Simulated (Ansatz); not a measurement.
**CaMnO3 (cubic perovskite) (Pm-3m): how robust is the cRPA U?**

Aim: hold the target of a cRPA run on CaMnO3 (cubic perovskite) (Pm-3m) and move one thing at a time.

Main program and level: Ansatz 0.2.0; constrained RPA on LDA, plane waves, PAW.

The structure was built from a prototype and need not be the compound's stable phase.

## (1) Set-up

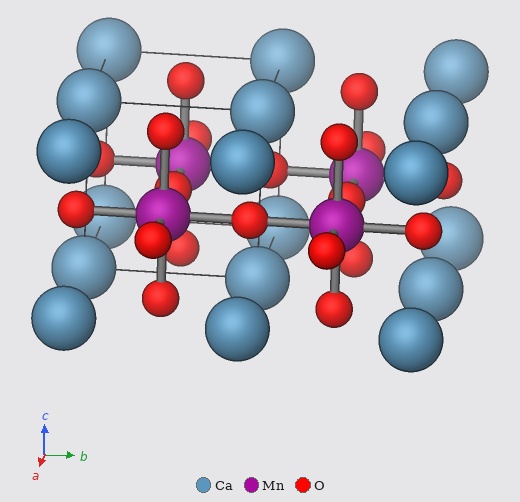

The starting structure, seen slightly off an axis (calcium blue, manganese purple, oxygen red). 2×2×1 cells are drawn. Some periodic images of atoms are drawn too.

The structure was relaxed with LDA. The structure type comes from a generator and need not be one that this composition takes. The structure was generated from a model, not taken from a measurement. The runs that relaxed it are not among those shown. The program's search for lower electronic states was switched off, so nothing shows that the state found is the lowest. The default PAW set here is soft_2. Its files were made with PBE.

## (2) Base: Mn d, bands v2 to c3, 4×4×4 mesh, medium accuracy

Constrained RPA screens the interaction with every transition except those inside the target bands, which a later many-body model would treat itself.

Contents of input.yaml:

```yaml
crystal:
  lattice:
    - [0.0, -3.63985436, 0.0]
    - [0.0, 0.0, 3.63985436]
    - [-3.63985436, 0.0, 0.0]
  atoms:
    - { symbol: Ca, position: [0.0, 0.0, 0.0] }
    - { symbol: Mn, position: [0.5, 0.5, 0.5] }
    - { symbol: O, position: [0.5, 0.5, 0.0] }
    - { symbol: O, position: [0.5, 0.0, 0.5] }
    - { symbol: O, position: [0.0, 0.5, 0.5] }
kpoints:
  mp_grid: { grid: [8, 8, 8] }
hamiltonian:
  xc: lda
scf:
  occupations: { method: gaussian, width: 0.08 }
  n_extra_bands: 19
  max_iter: 150
  lower_state_search: "off"
output:
  crpa:
    kmesh: [4, 4, 4]
    target_bands: [v2, c3]
    projections: [{ species: Mn, l: d, shell: 3 }]
  local_orbitals:
    kmesh: [8, 8, 8]
    orbitals: [{ species: Mn, l: d, shell: 3 }]
    window: { bands: [v2, c3] }
    seedname: lo
```

On the command line:

```sh
$ ansatz run input.yaml --threads 4 --pin off --max-ram 9216MiB --backend cpu --events-out ev --progress --plain --runs-dir out
```

Numbers of over 12 decimals in the logs are rounded to 6 here.

The log of the run:

```text
scf.n_extra_bands = 19 over 22 filled bands (N_el = 43.0): the run solves 41 bands
Engine: ansatz 0.2.0, aarch64-unknown-linux-gnu
Pseudopotentials: kind: paw
Pseudopotential: Ca, paw, valence charge 10, recommended cutoff 420 eV (normal), Ca.paw.azcp
Pseudopotential: Mn, paw, valence charge 15, recommended cutoff 420 eV (normal), Mn.paw.azcp
Pseudopotential: O, paw, valence charge 6, recommended cutoff 420 eV (normal), O.paw.azcp
Functional definition: SPW92
  exchange = slater_x
  correlation = pw_c
Crystal: 5 atoms, lattice volume = 48.223 Å³
Basis set: ecut = 420 eV, 925 PW (Γ)
Bands: 41, of which v1, the nominal top of the filled ones, is band 22 counted from 1 (21 counted from 0)
Symmetry: 48 space group operations
Space group: Pm-3m (ITA 221), of the structure as read, at distance tolerance 3.6e-5 Å
k-points: 35 of 512
Non-local potential: Ca, projectors of the file, l = 0: 3, l = 1: 2, l = 2: 2
Non-local potential: Mn, projectors of the file, l = 0: 3, l = 1: 2, l = 2: 3, l = 3: 1
Non-local potential: O, projectors of the file, l = 0: 2, l = 1: 2, l = 2: 1
PAW form: soft (Blöchl's): semilocal exchange-correlation on the pseudo side does not see the compensation charge
PAW frozen core: Ca, regenerated for the run's functional, and the local potential with it (the file was generated under x = pbe(κ = 0.804, μ = 0.219515), c = pbe(β = 0.066725))
PAW frozen core: Mn, regenerated for the run's functional, and the local potential with it (the file was generated under x = pbe(κ = 0.804, μ = 0.219515), c = pbe(β = 0.066725))
PAW frozen core: O, regenerated for the run's functional, and the local potential with it (the file was generated under x = pbe(κ = 0.804, μ = 0.219515), c = pbe(β = 0.066725))
PAW one-centre angular grid: Ca, 110 points (default); XC on 64 Gauss nodes
PAW one-centre angular grid: Mn, 590 points (default); XC on 64 Gauss nodes
PAW one-centre angular grid: O, 110 points (default); XC on 64 Gauss nodes
Initial density: superposition of atomic densities (neutral atoms: chi_scale 0, normalization atom), corrected by the library's trained network
Initial wavefunctions: pseudopotential atomic-orbital guess
Functional: x = slater, c = lda
SCF iter   1: F=—  HF=-7283.325154 eV  |F-HF|=—  |Δ(HF+E_count)|=         —  Δρ=2.04e-2  dr2=1.72e-1  ethr=1.77e-3  ⟨swp⟩=6.9  Hψ=6970  notcnv=0  defer=185
preconditioner: auto → Kerker (q_TF=auto, 2.677 Å⁻¹)  [metal: Δε(μ)=0.014 eV  Ē_g=20.567 eV  σ=0.080 eV  W_gap=0.10  n_scr=18 (ndim 8)  ℏωp=30.7 eV  f_vac=0.000  D(μ)=9.67/eV (n_scr^D=178)]
SCF iter   2: F=—  HF=-7283.293288 eV  |F-HF|=—  |Δ(HF+E_count)|=   3.19e-2  Δρ=1.12e-2  dr2=5.84e-2  ethr=4.00e-4  ⟨swp⟩=2.0  Hψ=1873  notcnv=0  defer=338
[...]
SCF 1 converged in 7 iterations: F = -7283.280307 eV  dr2 = 3.01e-8
[...]
NSCF: frozen V_eff on 38 k-points
NSCF: frozen V_eff on 10 k-points
[...]
cRPA screening: q 1/64
cRPA screening: q 2/64
cRPA screening: q 8/64 (q-point 3)
cRPA screening: q 11/64 (q-point 6)
cRPA screening: q 23/64 (q-point 7)
cRPA screening: q 35/64 (q-point 11)
cRPA screening: q 38/64 (q-point 22)
cRPA screening: q 46/64 (q-point 23)
cRPA screening: q 58/64 (q-point 27)
cRPA screening: q 64/64 (q-point 43)
SCF converged after 7 iterations
Free energy (F): -7283.280307 eV
Harris-Foulkes:  -7283.280307 eV  (|F-HF|=2.09e-8)
Internal energy: -7283.248917 eV  (E = F + TS)
E sigma→0 (E₀):  -7283.264612 eV
Entropy (-TS):   -0.031389 eV (-6.278 meV/atom)
Fermi energy:    12.638121 eV
--- Per-component energies (eV) ---
  E_band       = -318.002285
  E_kinetic    = 1112.308588
  E_local      = -3610.020165  (includes V_loc(G=0)·N_el)
  E_nonlocal   = 454.410579
  E_hartree    = 1393.957497
  E_xc         = -470.245607
  E_vxc        = -601.068061  (∫ρ·V_xc dr)
  E_paw        = -2492.437264  (= ΣΔE_a)
  E_vpaw       = -461.554197  (= ΣTr[D̂ρ^β])
  E_aug_tail   = 0.007525  (compensation charges beyond the density's cutoff)
  E_ewald      = -3672.187954
  E_core_change = 0.957883  (= ΣΔE_core)
  E_smearing   = -0.031389  (= −TS)
  E_closure    = -0.000000  (closes the sum)
  Σ components = -7283.280307   (vs F -7283.280307, Δ=0.00e0)
--- Band table (eV; the first three rows and the last of 35) ---
  k-point 0: bands = [... 18 lower, 10.5003, 10.5003, 10.5825, 10.5825, 10.5825, 12.6964, 12.6964, 16.1745, ... 15 higher]
  k-point 1: bands = [... 18 lower, 10.2691, 10.2691, 10.5953, 11.3086, 11.3086, 12.7058, 13.3850, 16.3989, ... 15 higher]
  k-point 2: bands = [... 18 lower, 10.1571, 10.1571, 10.6265, 12.1238, 12.1238, 12.7218, 14.4353, 16.9921, ... 15 higher]
  k-point 34: bands = [... 18 lower, 11.1543, 11.1543, 13.2085, 13.2085, 13.2085, 17.5999, 17.5999, 17.6622, ... 15 higher]
--- cRPA (band scheme, projected local orbitals): target bands 21..25 (1-based), 5 Wannier function(s), 4×4×4 mesh, 50 bands' worth read of 55 solved, ecut_chi 136.0 eV, v(q+G=0) probe_charge, pair densities all_electron ---
  χ-basis size per q: N_G = 160..180
  window electrons = 3.0000, filled by tetrahedron_uncorrected; constrained ε̄⁻¹(q = 0, 0) head = 0.134142; min gauge Gram eig = 0.4731
  Kanamori averages over each shell's own Wannier functions (sites counted from 0, functions from 1):
    Site 1, 3D, 5 of 5 d orbitals (Wannier functions 1, 2, 3, 4, 5; wannier90's mr 1, 2, 3, 4, 5):
      screened: U = 2.9008 eV, U' = 2.0750 eV, J = 0.3909 eV
      screened d-shell averages: U_bar = F0 = 2.2401 eV, J_bar = 0.5561 eV
      screened, to within: U = 8.5e-3 eV, U' = 8.4e-3 eV, J = 8.3e-4 eV
      screened d-shell averages, to within: U_bar = 6.9e-3 eV, J_bar = 1.3e-3 eV
      bare: V = 16.9363 eV, V' = 15.7496 eV, J = 0.5262 eV
      bare d-shell averages: V_bar = F0 = 15.9869 eV, J_bar = 0.7636 eV
  Hermiticity witness max|P − P†| over intra, direct and exchange elements: 8.88e-15 eV (screened), 1.78e-15 eV (bare)
  Reality witness max|Im| over intra, direct and exchange elements: 3.64e-19 eV (screened), 2.44e-18 eV (bare)
```

It took 41 s on 4 threads of Arm Neoverse V2, shared host; peak memory 0.65 GiB.

Reading the cycles: dr2 is the Hartree energy of the density residual (eV), the measure of convergence; HF is the Harris–Foulkes estimate of the energy, which meets the free energy F at convergence.

Numbers from this step:

```
U                                                 : 2.901 eV
U prime (inter-orbital)                           : 2.075 eV
J                                                 : 0.3909 eV
bare V                                            : 16.94 eV
bare J                                            : 0.5262 eV
stated bound on U                                 : 0.008436 eV
U over bare V                                     : 0.1713
electrons in the window                           : 3.000
head of the constrained inverse dielectric matrix : 0.1341
least eigenvalue of the projection's overlap      : 0.4731
target functions                                  : 5
bands in the sums                                 : 50
r.m.s. miss of the model bands                    : 0.01416 eV
width of the target bands                         : 7.017 eV
weight of the projected orbitals in the window    : 0.6617
```

On the Mn d shell, screening brings the on-site interaction from 16.9 eV down to U = 2.90 eV.

## (3) Changed: 6×6×6 mesh

Changes to input.yaml since step 2:

```diff
@@ -22,9 +22,4 @@
   crpa:
-    kmesh: [4, 4, 4]
+    kmesh: [6, 6, 6]
     target_bands: [v2, c3]
     projections: [{ species: Mn, l: d, shell: 3 }]
-  local_orbitals:
-    kmesh: [8, 8, 8]
-    orbitals: [{ species: Mn, l: d, shell: 3 }]
-    window: { bands: [v2, c3] }
-    seedname: lo
```

The log of the run:

```text
[...]
Crystal: 5 atoms, lattice volume = 48.223 Å³
Basis set: ecut = 420 eV, 925 PW (Γ)
Bands: 41, of which v1, the nominal top of the filled ones, is band 22 counted from 1 (21 counted from 0)
Symmetry: 48 space group operations
[...]
k-points: 35 of 512
[...]
SCF iter   1: F=—  HF=-7283.325154 eV  |F-HF|=—  |Δ(HF+E_count)|=         —  Δρ=2.04e-2  dr2=1.72e-1  ethr=1.77e-3  ⟨swp⟩=6.9  Hψ=6970  notcnv=0  defer=185
[...]
SCF iter   7: F=-7283.280307 eV  HF=-7283.280307 eV  |F-HF|=2.09e-8  |Δ(HF+E_count)|=   7.48e-8  Δρ=8.29e-6  dr2=3.01e-8  ethr=2.33e-10  ⟨swp⟩=9.5  Hψ=6858  notcnv=0
SCF 1 converged in 7 iterations: F = -7283.280307 eV  dr2 = 3.01e-8
[...]
NSCF: frozen V_eff on 20 k-points
[...]
cRPA screening: q 1/216
cRPA screening: q 2/216
cRPA screening: q 8/216 (q-point 3)
cRPA screening: q 14/216 (q-point 4)
cRPA screening: q 17/216 (q-point 8)
[...]
Entropy (-TS):   -0.031389 eV (-6.278 meV/atom)
Fermi energy:    12.638121 eV
[...]
--- Band table (eV; the first three rows and the last of 35) ---
  k-point 0: bands = [... 18 lower, 10.5003, 10.5003, 10.5825, 10.5825, 10.5825, 12.6964, 12.6964, 16.1745, ... 15 higher]
  k-point 1: bands = [... 18 lower, 10.2691, 10.2691, 10.5953, 11.3086, 11.3086, 12.7058, 13.3850, 16.3989, ... 15 higher]
  k-point 2: bands = [... 18 lower, 10.1571, 10.1571, 10.6265, 12.1238, 12.1238, 12.7218, 14.4353, 16.9921, ... 15 higher]
  k-point 34: bands = [... 18 lower, 11.1543, 11.1543, 13.2085, 13.2085, 13.2085, 17.5999, 17.5999, 17.6622, ... 15 higher]
[...]
χ-basis size per q: N_G = 160..180
[...]
screened: U = 2.8249 eV, U' = 2.0146 eV, J = 0.3827 eV
      screened d-shell averages: U_bar = F0 = 2.1767 eV, J_bar = 0.5447 eV
      screened, to within: U = 8.8e-3 eV, U' = 8.8e-3 eV, J = 8.3e-4 eV
      screened d-shell averages, to within: U_bar = 7.2e-3 eV, J_bar = 1.3e-3 eV
      bare: V = 16.7005 eV, V' = 15.5284 eV, J = 0.5180 eV
      bare d-shell averages: V_bar = F0 = 15.7628 eV, J_bar = 0.7524 eV
[...]
[key lines of the parts left out:]
SCF converged after 7 iterations
Free energy (F): -7283.280307 eV
```

Elapsed: 4.3 min, on 4 threads; peak memory 0.77 GiB; 17 min of CPU time.

Numbers from this step:

```yaml
u: 2.825 eV
u_prime_inter_orbital: 2.015 eV
j: 0.3827 eV
bare_v: 16.70 eV
bare_j: 0.5180 eV
stated_bound_on_u: 0.008763 eV
u_over_bare_v: 0.1691
electrons_in_the_window: 3.000
head_of_the_constrained_inverse_dielectric_matrix: 0.1406
least_eigenvalue_of_the_projection_s_overlap: 0.4731
target_functions: 5
bands_in_the_sums: 50
width_of_the_target_bands: 7.017 eV
weight_of_the_projected_orbitals_in_the_window: 0.6617
```

On the Mn d shell, screening brings the on-site interaction from 16.7 eV down to U = 2.82 eV.

## (4) Changed: 2×2×2 mesh

Changes to input.yaml since step 3:

```diff
@@ -22,3 +22,3 @@
   crpa:
-    kmesh: [6, 6, 6]
+    kmesh: [2, 2, 2]
     target_bands: [v2, c3]
```

The log of the run:

```text
[...]
Crystal: 5 atoms, lattice volume = 48.223 Å³
Basis set: ecut = 420 eV, 925 PW (Γ)
Bands: 41, of which v1, the nominal top of the filled ones, is band 22 counted from 1 (21 counted from 0)
Symmetry: 48 space group operations
[...]
k-points: 35 of 512
[...]
χ-basis size per q: N_G = 160..174
[...]
screened: U = 3.5659 eV, U' = 2.6315 eV, J = 0.4472 eV
      screened d-shell averages: U_bar = F0 = 2.8184 eV, J_bar = 0.6341 eV
      screened, to within: U = 6.6e-3 eV, U' = 6.5e-3 eV, J = 8.5e-4 eV
      screened d-shell averages, to within: U_bar = 5.0e-3 eV, J_bar = 1.3e-3 eV
      bare: V = 18.4573 eV, V' = 17.1736 eV, J = 0.5829 eV
      bare d-shell averages: V_bar = F0 = 17.4303 eV, J_bar = 0.8396 eV
[...]
[key lines of the parts left out:]
SCF converged after 7 iterations
Free energy (F): -7283.280307 eV
Fermi energy:    12.638121 eV
```

It took 5.5 s on 4 threads; peak memory 0.53 GiB; 19 s of CPU time.

Numbers from this step:

```yaml
u: 3.566 eV
u_prime_inter_orbital: 2.631 eV
j: 0.4472 eV
bare_v: 18.46 eV
bare_j: 0.5829 eV
stated_bound_on_u: 0.006506 eV
u_over_bare_v: 0.1932
electrons_in_the_window: 3.000
head_of_the_constrained_inverse_dielectric_matrix: 0.1154
least_eigenvalue_of_the_projection_s_overlap: 0.4731
target_functions: 5
bands_in_the_sums: 50
width_of_the_target_bands: 7.017 eV
weight_of_the_projected_orbitals_in_the_window: 0.6617
```

On the Mn d shell, screening brings the on-site interaction from 18.5 eV down to U = 3.57 eV.

## (5) Changed: sums over states

Changes to input.yaml since step 4:

```diff
@@ -22,4 +22,7 @@
   crpa:
-    kmesh: [2, 2, 2]
+    kmesh: [4, 4, 4]
     target_bands: [v2, c3]
     projections: [{ species: Mn, l: d, shell: 3 }]
+    accuracy: sum_over_states
+    n_empty_bands: 44
+    ecut_chi: 136
```

The log of the run:

```text
[...]
Crystal: 5 atoms, lattice volume = 48.223 Å³
Basis set: ecut = 420 eV, 925 PW (Γ)
Bands: 41, of which v1, the nominal top of the filled ones, is band 22 counted from 1 (21 counted from 0)
Symmetry: 48 space group operations
[...]
k-points: 35 of 512
[...]
χ-basis size per q: N_G = 160..180
[...]
U and J over all bands: no bound (output.crpa.accuracy: sum_over_states); those below are of the sums over the bands read on the sphere of ecut_chi, with what the atoms add
[...]
screened: U = 3.0371 eV, U' = 2.1000 eV, J = 0.4436 eV
      screened d-shell averages: U_bar = F0 = 2.2874 eV, J_bar = 0.6310 eV
      bare: V = 16.9363 eV, V' = 15.7496 eV, J = 0.5262 eV
      bare d-shell averages: V_bar = F0 = 15.9869 eV, J_bar = 0.7636 eV
[...]
[key lines of the parts left out:]
SCF converged after 7 iterations
Free energy (F): -7283.280307 eV
Fermi energy:    12.638121 eV
```

Elapsed: 4.5 s, on 4 threads; peak memory 0.55 GiB; 16 s of CPU time.

This variant gives U = 3.04 eV against 2.90 eV. It is a finite sum over empty states with no bound on its error and stays out of the table below.

(Continued in part 2 of 2.)

[Paths, hosts, dates, memory and timing lines, banners, echoed tables and standing remarks are left out of the program output.]

[Logs are printed without paths, hosts, clocks, repeated set-up lines and the standing remarks that a program may print on its own settings, such as how far it seeks lower states.]

[Runs of the session that timed out or met a known fault of the program may be left out.]

[Hosts, paths, dates, database ids (printed as entryN), source tags and the programs' standing remarks are cut or masked in the printed files.]
